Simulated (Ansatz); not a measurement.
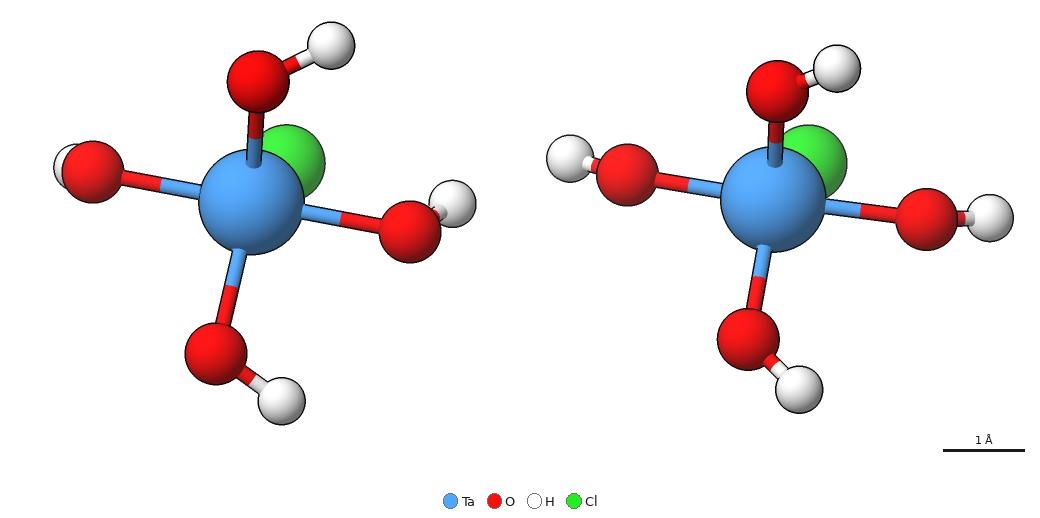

Two geometries of TaH₄O₄Cl, drawn at one scale. One is the start of a relaxation, the other its converged end. A ball-and-stick model, seen at a tilt.

Theory: RHF/def2-SVP (Ansatz). Settings: no spin polarisation; force threshold 0.02 eV/Å; at most 40 steps.

Question: Which geometry has the lower energy?

Answer: The right one is the relaxed one. The run prepares the start of a later molecular dynamics calculation, from a guessed geometry. The atom that moves furthest after the best rigid fit is an H atom (0.54 Å). Largest moves by element: H 0.54 Å, O 0.35 Å, Ta 0.13 Å, Cl 0.07 Å. Among the contacts that change: O–Ta 2.020 → 1.882 Å, O–Ta 2.020 → 1.919 Å, H–O 1.010 → 0.941 Å, Cl–Ta 2.470 → 2.415 Å. Among the angles between lasting bonds that change: Ta–O–H 109.5° → 154.2°, Ta–O–H 109.5° → 142.4°, Ta–O–H 109.5° → 128.6°. Groups turn about O–Ta by about 35°, O–Ta by about 25°. Over 8 accepted moves (9 points after the start) the energy falls by 189.1 kJ/mol. The largest force component goes from 3.5 to 0.0052 eV/Å. The line search rejected the trial step at point 6 of the run.

Limits of the set-up: Hartree-Fock leaves out electron correlation.
